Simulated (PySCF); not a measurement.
B(OAc)(OH)2, C₂H₅BO₄, SMILES CC(=O)OB(O)O, B3LYP/def2-SVP optimised geometry. Atoms within 1.6 Å of the plane z = 1.0 Å (x, y, z in Å): B1 (0.13, -1.28, 0.00), O2 (-0.64, -0.09, 0.00), C3 (-0.10, 1.14, 0.01), C4 (-1.15, 2.22, 0.01), O5 (1.09, 1.35, 0.01), H6 (-0.67, 3.21, 0.01), H7 (-1.79, 2.10, 0.90), O9 (-0.62, -2.42, 0.00), H10 (-0.06, -3.21, 0.00), O11 (1.47, -1.28, 0.00), H12 (1.80, -0.36, 0.00).

Level of theory: B3LYP/def2-TZVP in PySCF.

Map of the log10 of the electron density (e/bohr³), floored at −4 on the plane z = 1.0 Å:

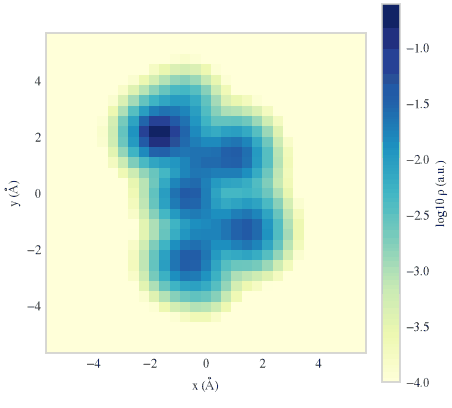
*Log10 of the electron density (e/bohr³), floored at −4 on the plane z = 1.0 Å.*
